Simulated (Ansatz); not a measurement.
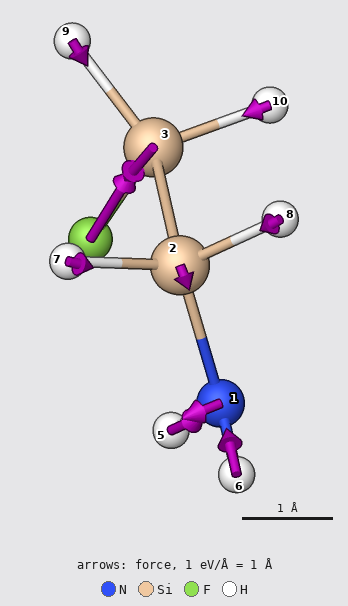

Starting geometry of Si$_{2}$NH$_{6}$F with the computed forces as purple arrows. Style: ball-and-stick. Shown from a free direction.

The start comes from PBE-D4/def2-SVP.

Level of theory: Ansatz 0.2.0, RKS PBE0-D4/def2-TZVP. Settings: force threshold 0.005 eV/Å; at most 150 steps.

**Is this structure relaxed? If not, where do the atoms go?**

It isn't relaxed: the largest force vector, on the F atom, is 1.16 eV/Å. The final displacements have little in common with the starting forces (cosine between the two patterns 0.18). The atom that moves furthest after the best rigid fit is the F atom (0.37 Å). By element the largest moves are F 0.37 Å, H 0.28 Å, Si 0.11 Å, N 0.09 Å. Among the contacts that change: F–Si 1.656 → 1.612 Å, N–Si 1.750 → 1.722 Å, H–Si 1.517 → 1.496 Å, H–N 1.025 → 1.008 Å. Bond angles that change, for instance: N–Si–Si 101.7° → 107.7°, Si–Si–F 104.3° → 108.6°, Si–N–H 115.6° → 119.2°. After 14 accepted moves (15 points after the start) the energy has fallen by 0.073 eV. Largest force component: 1.1 eV/Å at the start, 0.0046 eV/Å at the end. The line search rejected the trial step at point 6 of the run. Cost: 70 s on 2 threads of Arm Neoverse V1, with other jobs on the host.
